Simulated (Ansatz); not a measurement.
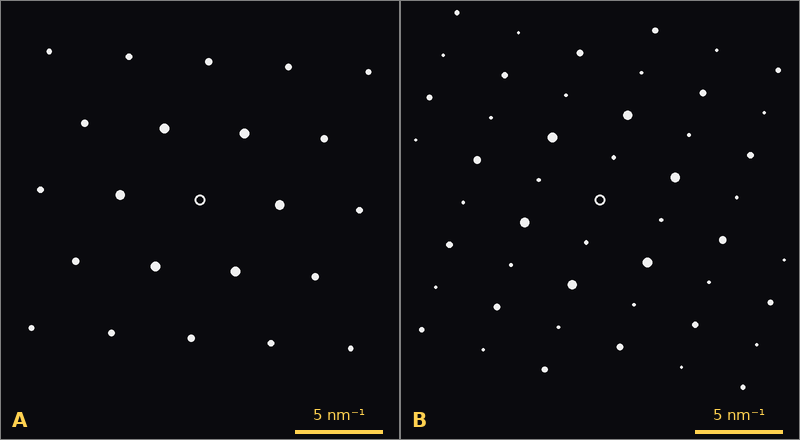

Kinematic electron diffraction patterns (300 kV, B = 0.5 Å², same scale, each along a low-index zone) of two structures of composition OsRh, each relaxed at zero pressure with Ansatz, DFT PBE, scalar-relativistic, plane waves, PAW.

The structures (standard cells):
1. P4/mmm (No. 123), a = 2.691 Å, c = 3.900 Å, 2 atoms; generated start, possibly hypothetical
2. Pm-3m (No. 221), a = 3.076 Å, 2 atoms; generated start, possibly hypothetical

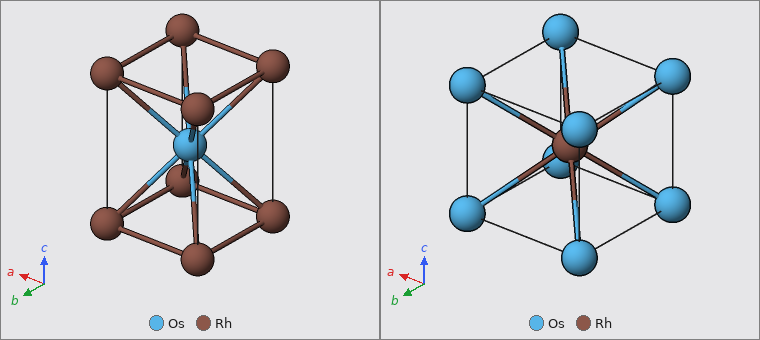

Drawings of the structures 1 to 2, from left to right (each may span several cells).

### Which pattern belongs to which structure, and along which zone?

A is structure 2 along [111] or an equivalent direction: hexagonal net of -1 1 0 at d = 2.17 Å and -1 0 1 at d = 2.17 Å, 60.0° apart. B is structure 1 along [100] or an equivalent direction: rectangular net of 0 0 1 at d = 3.90 Å and 0 1 0 at d = 2.69 Å, 90.0° apart.

### Rank the structures by their computed energy.

Structure 1 (P4/mmm, 14.13 Å³ an atom) is the lowest of these; structure 2 (Pm-3m, 14.55 Å³ an atom) lies about 570 meV an atom higher. These are static energies at 0 K; other structures, not shown, may lie lower still.
